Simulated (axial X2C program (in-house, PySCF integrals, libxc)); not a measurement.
# GaSH: bond lengths and stretches, held linear

Aim: the two bond lengths and stretching wavenumbers of linear GaSH, with and without spin–orbit coupling, at PBE0, HF, B3LYP, MP2.

The runs use an in-house X2C program for linear molecules on PySCF integrals; all-electron X2C, two-component (2c) or spin-free, Ga dyall-v3z, S dyall-av3z, H dyall-v3z.

All values are calculated.

1 further run of the same task is left out (set aside as unsound or not needed).

## (1) Input

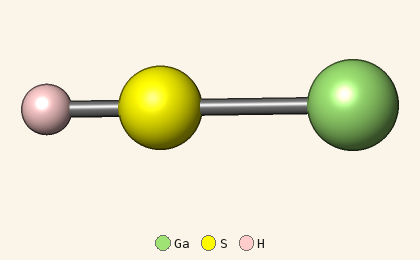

The atoms on one line, bonds 2.270 and 1.340 Å (gallium green, sulfur yellow, hydrogen pink).

File task.json:

```json
{
 "zs": [
  31,
  16,
  1
 ],
 "q": 0,
 "bas": [
  "dyall-v3z",
  "dyall-av3z",
  "dyall-v3z"
 ],
 "r0": [
  2.27,
  1.34
 ],
 "symm": 0,
 "scan": [
  "PBE0",
  "HF",
  "B3LYP"
 ],
 "levels": [
  "PBE0",
  "HF",
  "r2SCAN"
 ],
 "nst": 2
}
```

Keys: zs atomic numbers; q charge; bas basis sets; r0 starting distance in Å; symm equal bonds; scan levels of the two-bond scan (MP2 follows by itself at each HF point); levels methods; nst determinants followed.

Command:

```
> python solin.py task.json out
```

Masses Ga 68.926, S 31.972, H 1.008 u.

## (2) Scan at PBE0, 2c

State: Ω = 0 (all partner blocks equally filled). Energies above the lowest point, from the job's result record:

| r(Ga–S) (Å) | r(S–H) (Å) | E (meV) |
| --- | --- | --- |
| 2.1801 | 1.3143 | 32.84 |
| 2.1801 | 1.3480 | 17.08 |
| 2.1801 | 1.3817 | 30.12 |
| 2.2360 | 1.3143 | 14.66 |
| 2.2360 | 1.3480 | 0.00 |
| 2.2360 | 1.3817 | 14.23 |
| 2.2360 | 1.4154 | 52.56 |
| 2.2919 | 1.3143 | 28.95 |
| 2.2919 | 1.3480 | 15.24 |
| 2.2919 | 1.3817 | 30.48 |
| 2.3478 | 1.3480 | 55.96 |
| 2.3478 | 1.4154 | 112.41 |

A quadratic surface with cubic terms in each bond gives the minimum at 2.236 and 1.347 Å, force constants 1.66, 4.08 and coupling 0.09 mdyn/Å.

## (3) Scan at HF, 2c

State: Ω = 0 (all partner blocks equally filled). Energies above the lowest point, from the job's result record:

| r(Ga–S) (Å) | r(S–H) (Å) | E (meV) |
| --- | --- | --- |
| 2.1801 | 1.3143 | 54.08 |
| 2.1801 | 1.3480 | 56.56 |
| 2.1801 | 1.3817 | 88.86 |
| 2.2360 | 1.3143 | 9.85 |
| 2.2360 | 1.3480 | 12.78 |
| 2.2360 | 1.3817 | 45.57 |
| 2.2360 | 1.4154 | 103.37 |
| 2.2919 | 1.3143 | 0.00 |
| 2.2919 | 1.3480 | 3.30 |
| 2.2919 | 1.3817 | 36.50 |
| 2.3478 | 1.3480 | 20.98 |
| 2.3478 | 1.4154 | 113.14 |

A quadratic surface with cubic terms in each bond gives the minimum at 2.282 and 1.328 Å, force constants 1.46, 4.62 and coupling 0.03 mdyn/Å.

## (4) Scan at B3LYP, 2c

State: Ω = 0 (all partner blocks equally filled). Energies above the lowest point, from the job's result record:

| r(Ga–S) (Å) | r(S–H) (Å) | E (meV) |
| --- | --- | --- |
| 2.1801 | 1.3143 | 48.83 |
| 2.1801 | 1.3480 | 32.02 |
| 2.1801 | 1.3817 | 43.29 |
| 2.2360 | 1.3143 | 15.69 |
| 2.2360 | 1.3480 | 0.00 |
| 2.2360 | 1.3817 | 12.48 |
| 2.2360 | 1.4154 | 48.39 |
| 2.2919 | 1.3143 | 15.39 |
| 2.2919 | 1.3480 | 0.66 |
| 2.2919 | 1.3817 | 14.17 |
| 2.3478 | 1.3480 | 27.22 |
| 2.3478 | 1.4154 | 79.53 |

A quadratic surface with cubic terms in each bond gives the minimum at 2.262 and 1.348 Å, force constants 1.51, 3.96 and coupling 0.09 mdyn/Å.

## (5) Comparison

| level | r(Ga–S) (Å) | r(S–H) (Å) | lower stretch (cm⁻¹) | upper stretch (cm⁻¹) |
| --- | --- | --- | --- | --- |
| PBE0, 2c | 2.236 | 1.347 | 355.1 | 2661.5 |
| HF, 2c | 2.282 | 1.328 | 332.9 | 2832.9 |
| B3LYP, 2c | 2.262 | 1.348 | 338.9 | 2620.8 |
| MP2, 2c | 2.239 | 1.341 | 359.0 | 2710.3 |
| PBE0, spin-free | 2.235 | 1.347 | 355.2 | 2662.2 |
| HF, spin-free | 2.281 | 1.327 | 333.1 | 2833.6 |
| B3LYP, spin-free | 2.262 | 1.348 | 339.1 | 2621.5 |
| MP2, spin-free | 2.238 | 1.341 | 359.2 | 2711.1 |

Scans not shown above were run alike.

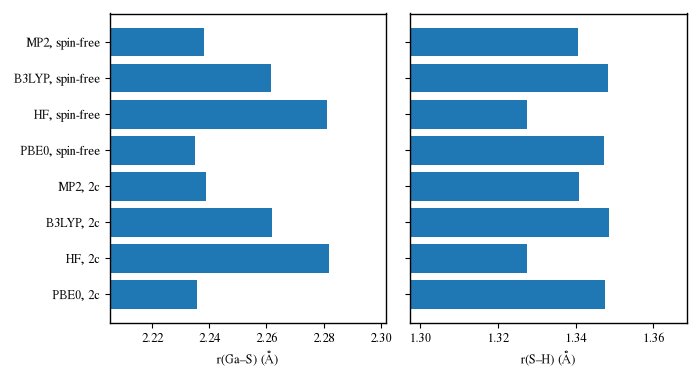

The two bond lengths by level.

What this shows: Over the levels the Ga–S bond spans 2.235 to 2.282 Å and the S–H bond 1.327 to 1.348 Å. At PBE0 spin–orbit coupling leaves both bonds unchanged to 0.001 Å. Each state is one determinant, the lowest of a limited PBE0 search; the stretches come from a fit to few points and are good to some per cent at best. MP2 freezes inner shells (threshold -2 hartree). The molecule was held linear; bending was not examined, so a bent shape may lie lower.
